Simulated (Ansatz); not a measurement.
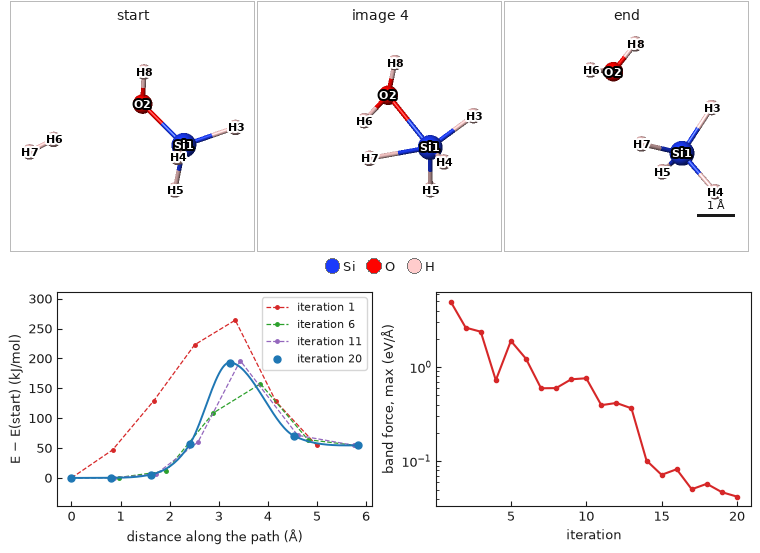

A search for the minimum-energy path of SiH6O, made up of SiH$_{4}$O and H2 by the nudged elastic band. Images are numbered from 0 (start) to 6 (end). The plot follows the band through its iterations. A ball-and-stick model, seen face on.

These are results of RKS PBE-D4/def2-TZVP (Ansatz 0.2.0), not measurements. Set-up: 5 movable images; climbing image; force threshold 0.05 eV/Å; iteration limit 60; starting path through a guess of the saddle point.

Q: How did the profile develop, and is the result final?

A: The result is final at these settings. The band converged in 20 iterations. The largest component of the band force went from 5 to 0.042 eV/Å. The climbing image converged on the top of the path. Its vibrational analysis gives one imaginary mode (1131i cm⁻¹), as a transition state must have. The first iteration put the highest image at 264.1 kJ/mol. The highest point, image 4, lies 193.1 kJ/mol above the start and 138.6 kJ/mol above the end; the end is at +54.5 kJ/mol relative to the start.

Limits of the set-up: the start holds two separate molecules, 2.6 Å apart at their closest, whose relative position is a soft coordinate.

Cost: 100 s on 2 threads of Intel(R) Xeon(R) 6975P-C (Granite Rapids) (shared host), peak memory 0.16 GiB.
